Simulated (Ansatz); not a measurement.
**Run report: WH$_{5}$F, geometry relaxation**

WH$_{5}$F, computed with RKS r2SCAN/def2-SVP (Ansatz 0.2.0).

It belongs to a series of runs on one base structure; here: start relaxed. Figures and captions count atoms from 1; the log counts them from 0 in places.

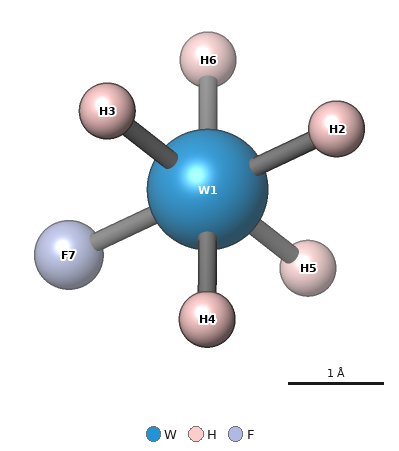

*The starting structure (ball-and-stick view, seen at a tilt; atoms are numbered from 1 in the order of the input). Sticks mark near contacts.*

Bond lengths as drawn: F–W 1.85 Å and H–W 1.72 Å.

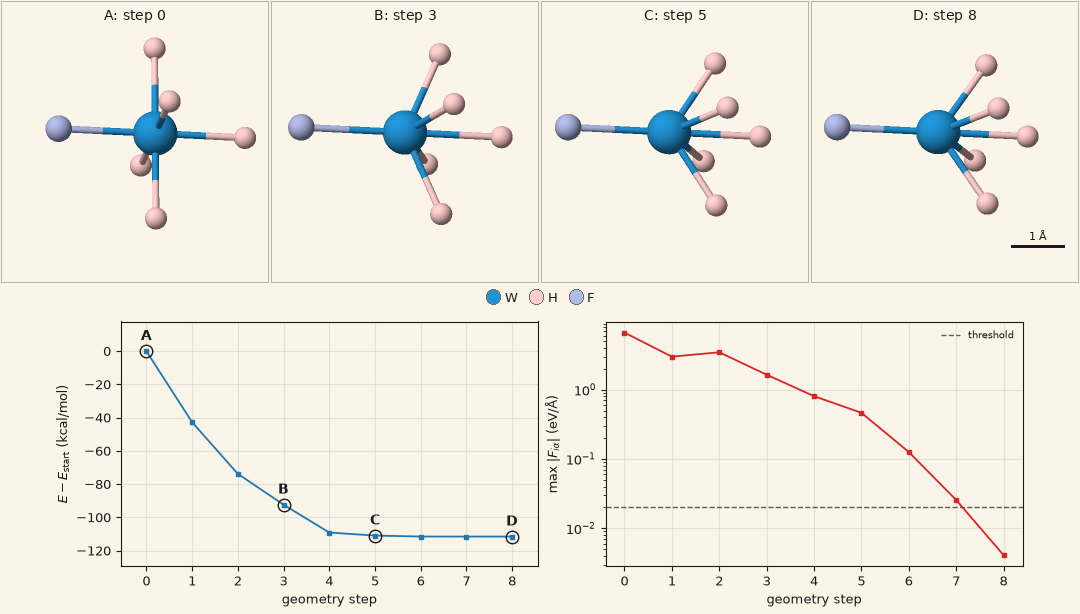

*Frames of the relaxation (ball-and-stick view, seen at a tilt) above the curves, on which the letters mark them (the first geometry is step 0 here and step 1 in the log).*

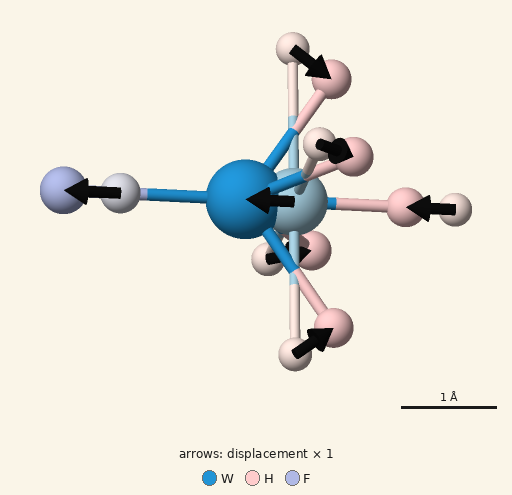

*Start (faint) and end (solid) with the displacements as black arrows, at true length (ball-and-stick view, seen at a tilt). The two geometries are laid on each other by the best rigid fit.*

After 8 geometry steps the energy has fallen by 111.5 kcal/mol. Largest force component: 6.7 eV/Å at the start, 0.0041 eV/Å at the end. The atom that moves furthest after the best rigid fit is F7 (0.60 Å). By element the largest moves are F 0.60 Å, H 0.53 Å, W 0.52 Å. Among the contacts that change: W1–F7 1.850 → 1.937 Å, W1–H3 1.720 → 1.681 Å, W1–H2 1.720 → 1.710 Å. Among the angles that change: H3–W1–H5 180.0° → 112.8°, H3–W1–F7 90.0° → 123.6°, H2–W1–H3 90.0° → 56.4°. (Atoms are counted from 1 in the order of the input.)

These pictures come from the run below.

## Input file
```yaml
crystal:
  periodic: [false, false, false]
  atoms:
    - { symbol: W, position_ang: [0.0, 0.0, 0.0] }
    - { symbol: H, position_ang: [0.0, 0.0, 1.72] }
    - { symbol: H, position_ang: [1.72, 0.0, 0.0] }
    - { symbol: H, position_ang: [0.0, 1.72, 0.0] }
    - { symbol: H, position_ang: [-1.72, 0.0, 0.0] }
    - { symbol: H, position_ang: [0.0, -1.72, 0.0] }
    - { symbol: F, position_ang: [0.0, 0.0, -1.85] }
basis:
  gaussian: { orbitals: def2-SVP }
hamiltonian:
  xc: r2scan
relax:
  f_tol: 0.02
  max_steps: 40
```

Launched with:
```bash
ansatz run input.yaml --threads 1 --pin off --max-ram 2048MiB --backend cpu --events-out ev --progress --plain --runs-dir out
```

## The program's output
```
The last accepted step is kept in [file] (removed where the run ends without a failure and the disk answers)
Engine: ansatz 0.2.0, aarch64-unknown-linux-gnu
Functional definition: r2SCAN
  parameter k0 = 0.174
  parameter k1 = 0.065
  parameter a1 = 4.9479
  exchange = r2scan_x(k0 = k0, k1 = k1, a1 = a1)
  correlation = r2scan_c
745 factors; their error is unknown
mean field evaluation 1: about -4610.9666 eV, gradient 3.9e1 eV
mean field evaluation 2: about -4529.1457 eV, gradient 1.8e2 eV
mean field evaluation 4: about -4612.8962 eV, gradient 2.4e1 eV
mean field evaluation 8: about -4614.4299 eV, gradient 4.1e0 eV
mean field evaluation 16: about -4614.4318 eV, gradient 2.6e-1 eV
mean field evaluation 32: about -4590.4688 eV, gradient 7.0e1 eV
mean field evaluation 64: about -4614.1654 eV, gradient 2.6e0 eV
mean field evaluation 96: about -4583.6110 eV, gradient 6.6e1 eV
mean field evaluation 128: about -4605.7431 eV, gradient 8.8e0 eV
mean field -4614.43196599 eV, -169.5772469759 hartree, gradient 2.1e-6 eV, S^2 0.000000; 6 other end points of the search recorded, 0 dependent functions left out
the calculation of the forces begins
reference -4614.43198624 eV, -169.5772477199 hartree; 14, 14 occupied and 57, 57 virtual orbitals, 745 factors
relax step   1: F+E_penalty+E_count = -4614.43196599 eV  Δ(F+E_penalty+E_count) = +0.000e0 eV  max|allowed force component| = 6.663e0 eV/Å  Δτ_max = 0.0000 Å  (394 SCF iters, accepted)
these checks for a lower state are left out or cut short: starts, cluster_reference, orbital_swaps, neighbouring_geometries, increment
745 factors; their error is unknown
mean field -4616.28436036 eV, -169.6453212135 hartree, gradient 1.2e-5 eV, S^2 0.000000; 0 other end points of the search recorded, 0 dependent functions left out
the calculation of the forces begins
reference -4616.28438193 eV, -169.6453220060 hartree; 14, 14 occupied and 57, 57 virtual orbitals, 745 factors
relax step   2: F+E_penalty+E_count = -4616.28436036 eV  Δ(F+E_penalty+E_count) = -1.852e0 eV  max|allowed force component| = 2.998e0 eV/Å  Δτ_max = 0.1944 Å  (47 SCF iters, accepted)
these checks for a lower state are left out or cut short: starts, cluster_reference, orbital_swaps, neighbouring_geometries, increment
745 factors; their error is unknown
mean field -4617.63059536 eV, -169.6947944370 hartree, gradient 2.6e-5 eV, S^2 0.000000; 0 other end points of the search recorded, 0 dependent functions left out
the calculation of the forces begins
reference -4617.63061582 eV, -169.6947951889 hartree; 14, 14 occupied and 57, 57 virtual orbitals, 745 factors
relax step   3: F+E_penalty+E_count = -4617.63059536 eV  Δ(F+E_penalty+E_count) = -1.346e0 eV  max|allowed force component| = 3.468e0 eV/Å  Δτ_max = 0.1988 Å  (39 SCF iters, accepted)
these checks for a lower state are left out or cut short: starts, cluster_reference, orbital_swaps, neighbouring_geometries, increment
745 factors; their error is unknown
mean field -4618.43455077 eV, -169.7243392535 hartree, gradient 1.9e-5 eV, S^2 0.000000; 0 other end points of the search recorded, 0 dependent functions left out
the calculation of the forces begins
reference -4618.43457118 eV, -169.7243400034 hartree; 14, 14 occupied and 57, 57 virtual orbitals, 745 factors
relax step   4: F+E_penalty+E_count = -4618.43455077 eV  Δ(F+E_penalty+E_count) = -8.040e-1 eV  max|allowed force component| = 1.645e0 eV/Å  Δτ_max = 0.1790 Å  (35 SCF iters, accepted)
these checks for a lower state are left out or cut short: starts, cluster_reference, orbital_swaps, neighbouring_geometries, increment
745 factors; their error is unknown
mean field evaluation 160: about -4619.2108 eV, gradient 9.8e-3 eV
mean field -4619.16202505 eV, -169.7510734399 hartree, gradient 1.7e-5 eV, S^2 0.000000; 0 other end points of the search recorded, 0 dependent functions left out
the calculation of the forces begins
reference -4619.16204427 eV, -169.7510741463 hartree; 14, 14 occupied and 57, 57 virtual orbitals, 745 factors
relax step   5: F+E_penalty+E_count = -4619.16202505 eV  Δ(F+E_penalty+E_count) = -7.275e-1 eV  max|allowed force component| = 8.068e-1 eV/Å  Δτ_max = 0.1979 Å  (35 SCF iters, accepted)
these checks for a lower state are left out or cut short: starts, cluster_reference, orbital_swaps, neighbouring_geometries, increment
745 factors; their error is unknown
mean field -4619.24045705 eV, -169.7539557628 hartree, gradient 1.4e-5 eV, S^2 0.000000; 0 other end points of the search recorded, 0 dependent functions left out
the calculation of the forces begins
reference -4619.24047611 eV, -169.7539564634 hartree; 14, 14 occupied and 57, 57 virtual orbitals, 745 factors
relax step   6: F+E_penalty+E_count = -4619.24045705 eV  Δ(F+E_penalty+E_count) = -7.843e-2 eV  max|allowed force component| = 4.643e-1 eV/Å  Δτ_max = 0.0472 Å  (30 SCF iters, accepted)
these checks for a lower state are left out or cut short: starts, cluster_reference, orbital_swaps, neighbouring_geometries, increment
745 factors; their error is unknown
mean field -4619.26589863 eV, -169.7548907239 hartree, gradient 1.0e-5 eV, S^2 0.000000; 0 other end points of the search recorded, 0 dependent functions left out
the calculation of the forces begins
reference -4619.26591776 eV, -169.7548914266 hartree; 14, 14 occupied and 57, 57 virtual orbitals, 745 factors
relax step   7: F+E_penalty+E_count = -4619.26589863 eV  Δ(F+E_penalty+E_count) = -2.544e-2 eV  max|allowed force component| = 1.261e-1 eV/Å  Δτ_max = 0.0490 Å  (30 SCF iters, accepted)
these checks for a lower state are left out or cut short: starts, cluster_reference, orbital_swaps, neighbouring_geometries, increment
745 factors; their error is unknown
mean field -4619.26656755 eV, -169.7549153062 hartree, gradient 1.6e-5 eV, S^2 0.000000; 0 other end points of the search recorded, 0 dependent functions left out
the calculation of the forces begins
reference -4619.26658668 eV, -169.7549160092 hartree; 14, 14 occupied and 57, 57 virtual orbitals, 745 factors
relax step   8: F+E_penalty+E_count = -4619.26656755 eV  Δ(F+E_penalty+E_count) = -6.689e-4 eV  max|allowed force component| = 2.564e-2 eV/Å  Δτ_max = 0.0073 Å  (32 SCF iters, accepted)
these checks for a lower state are left out or cut short: starts, cluster_reference, orbital_swaps, neighbouring_geometries, increment
745 factors; their error is unknown
mean field evaluation 192: about -4619.2666 eV, gradient 1.6e-5 eV
mean field -4619.26658356 eV, -169.7549158945 hartree, gradient 1.6e-5 eV, S^2 0.000000; 0 other end points of the search recorded, 0 dependent functions left out
the calculation of the forces begins
reference -4619.26660269 eV, -169.7549165976 hartree; 14, 14 occupied and 57, 57 virtual orbitals, 745 factors
relax step   9: F+E_penalty+E_count = -4619.26658356 eV  Δ(F+E_penalty+E_count) = -1.601e-5 eV  max|allowed force component| = 4.102e-3 eV/Å  Δτ_max = 0.0008 Å  (32 SCF iters, accepted)
745 factors; their error is unknown
mean field -4619.26658356 eV, -169.7549158945 hartree, gradient 1.9e-5 eV, S^2 0.000000; 1 other end points of the search recorded, 0 dependent functions left out
the calculation of the forces begins
reference -4619.26660269 eV, -169.7549165976 hartree; 14, 14 occupied and 57, 57 virtual orbitals, 745 factors
Total energy: -4619.26660269 eV, -169.7549165976 hartree
Atom 0 at    -0.000024    -0.000002    -0.517693 Å, force     0.000016     0.000001     0.004103 eV/Å
Atom 1 at    -0.000052    -0.000005     1.192319 Å, force    -0.000058    -0.000005    -0.000367 eV/Å
Atom 2 at     1.399863     0.000016     0.412625 Å, force    -0.000274    -0.000000    -0.000451 eV/Å
Atom 3 at     0.000171     1.399936     0.412550 Å, force     0.000005    -0.000233    -0.000304 eV/Å
Atom 4 at    -1.400015     0.000015     0.412472 Å, force     0.000172     0.000001    -0.000135 eV/Å
Atom 5 at     0.000171    -1.399950     0.412536 Å, force     0.000006     0.000224    -0.000275 eV/Å
Atom 6 at    -0.000115    -0.000010    -2.454809 Å, force     0.000133     0.000012    -0.002571 eV/Å
Dipole moment:     0.000022     0.000002     0.004751 e Å
```

## Trajectory as extended XYZ (Å, eV, eV/Å), 9 frames, from step=1 to step=9
```
7
Properties=species:S:1:pos:R:3:forces:R:3 step=1 energy=-4614.43197
W     0.0000    0.0000    0.0000    0.0000   0.0000  -6.6628
H     0.0000    0.0000    1.7200    0.0000   0.0000   0.2880
H     1.7200    0.0000    0.0000    1.6308   0.0000   1.6494
H     0.0000    1.7200    0.0000    0.0000   1.6308   1.6494
H    -1.7200    0.0000    0.0000   -1.6308   0.0000   1.6494
H     0.0000   -1.7200    0.0000    0.0000  -1.6308   1.6494
F     0.0000    0.0000   -1.8500    0.0000   0.0000  -0.2229
7
Properties=species:S:1:pos:R:3:forces:R:3 step=2 energy=-4616.28436
W     0.0000    0.0000   -0.1944    0.0000   0.0000  -0.5103
H     0.0000    0.0000    1.6576    0.0000   0.0000  -1.3198
H     1.7951    0.0000    0.1008   -0.8606   0.0000   1.2072
H     0.0000    1.7951    0.1008    0.0000  -0.8606   1.2072
H    -1.7951    0.0000    0.1008    0.8606   0.0000   1.2072
H     0.0000   -1.7951    0.1008    0.0000   0.8606   1.2072
F     0.0000    0.0000   -1.9966    0.0000   0.0000  -2.9985
7
Properties=species:S:1:pos:R:3:forces:R:3 step=3 energy=-4617.63059
W     0.0000    0.0000   -0.3744    0.0000   0.0000   3.4684
H     0.0000    0.0000    1.5030    0.0000   0.0000  -1.5089
H     1.7278    0.0000    0.2342   -1.6166   0.0000   0.2702
H     0.0000    1.7278    0.2342    0.0000  -1.6166   0.2702
H    -1.7278    0.0000    0.2342    1.6166   0.0000   0.2702
H     0.0000   -1.7278    0.2342    0.0000   1.6166   0.2702
F     0.0000    0.0000   -2.1954    0.0000   0.0000  -3.0401
7
Properties=species:S:1:pos:R:3:forces:R:3 step=4 energy=-4618.43455
W    -0.0002    0.0000   -0.3871    0.0076   0.0007  -1.6045
H     0.0018    0.0002    1.4627   -0.0075  -0.0007  -1.6446
H     1.6162    0.0000    0.2931   -1.0117   0.0001   0.4205
H    -0.0001    1.6167    0.2923    0.0007  -1.0110   0.4238
H    -1.6174    0.0000    0.2913    1.0103   0.0001   0.4276
H     0.0000   -1.6168    0.2921    0.0007   1.0109   0.4244
F    -0.0003    0.0000   -2.3744   -0.0003   0.0000   1.5529
7
Properties=species:S:1:pos:R:3:forces:R:3 step=5 energy=-4619.16202
W     0.0001    0.0000   -0.4907   -0.0029  -0.0003   0.8068
H     0.0001    0.0000    1.2648   -0.0007  -0.0001  -0.6020
H     1.4816    0.0000    0.3808   -0.5946   0.0000  -0.0704
H     0.0003    1.4818    0.3805    0.0000  -0.5962  -0.0707
H    -1.4821    0.0000    0.3801    0.5980   0.0000  -0.0711
H     0.0003   -1.4819    0.3805    0.0000   0.5965  -0.0708
F    -0.0004    0.0000   -2.4261    0.0002   0.0000   0.0782
7
Properties=species:S:1:pos:R:3:forces:R:3 step=6 energy=-4619.24046
W     0.0001    0.0000   -0.5011   -0.0012  -0.0001   0.2496
H    -0.0002    0.0000    1.2426    0.0004   0.0000  -0.4643
H     1.4359    0.0000    0.3914   -0.1951   0.0000   0.0518
H     0.0004    1.4360    0.3911    0.0000  -0.1953   0.0518
H    -1.4362    0.0000    0.3909    0.1956   0.0000   0.0517
H     0.0004   -1.4360    0.3911    0.0000   0.1954   0.0518
F    -0.0004    0.0000   -2.4360    0.0004   0.0000   0.0076
7
Properties=species:S:1:pos:R:3:forces:R:3 step=7 energy=-4619.26590
W     0.0000    0.0000   -0.5220   -0.0012  -0.0001   0.1261
H    -0.0004    0.0000    1.1936    0.0011   0.0001  -0.0853
H     1.3968    0.0000    0.4150   -0.0043   0.0000  -0.0289
H     0.0002    1.3968    0.4149    0.0000  -0.0043  -0.0292
H    -1.3968    0.0000    0.4149    0.0042   0.0000  -0.0295
H     0.0003   -1.3968    0.4149   -0.0001   0.0043  -0.0292
F    -0.0002    0.0000   -2.4613    0.0004   0.0000   0.0760
7
Properties=species:S:1:pos:R:3:forces:R:3 step=8 energy=-4619.26657
W     0.0000    0.0000   -0.5178    0.0001   0.0000   0.0215
H     0.0000    0.0000    1.1917   -0.0004   0.0000   0.0104
H     1.4000    0.0000    0.4127   -0.0025   0.0000  -0.0018
H     0.0002    1.4001    0.4125    0.0000  -0.0026  -0.0016
H    -1.4002    0.0000    0.4124    0.0028   0.0000  -0.0013
H     0.0002   -1.4001    0.4125    0.0000   0.0027  -0.0015
F    -0.0001    0.0000   -2.4540    0.0001   0.0000  -0.0256
7
Properties=species:S:1:pos:R:3:forces:R:3 step=9 energy=-4619.26658
W     0.0000    0.0000   -0.5177    0.0000   0.0000   0.0041
H    -0.0001    0.0000    1.1923   -0.0001   0.0000  -0.0004
H     1.3999    0.0000    0.4126   -0.0003   0.0000  -0.0005
H     0.0002    1.3999    0.4125    0.0000  -0.0002  -0.0003
H    -1.4000    0.0000    0.4125    0.0002   0.0000  -0.0001
H     0.0002   -1.4000    0.4125    0.0000   0.0002  -0.0003
F    -0.0001    0.0000   -2.4548    0.0001   0.0000  -0.0026
```

## Results in brief

| quantity | value |
| --- | --- |
| outcome | converged |
| total energy | −4619.2666 eV |
| mean-field energy | −4619.2666 eV |
| largest force (length of the vector) at the end | 0.004 eV/Å |
| hardware | 1 thread of Arm Neoverse V1, 24 GiB of memory available, shared host |
| wall time | 64 s |
| peak memory | 0.15 GiB |
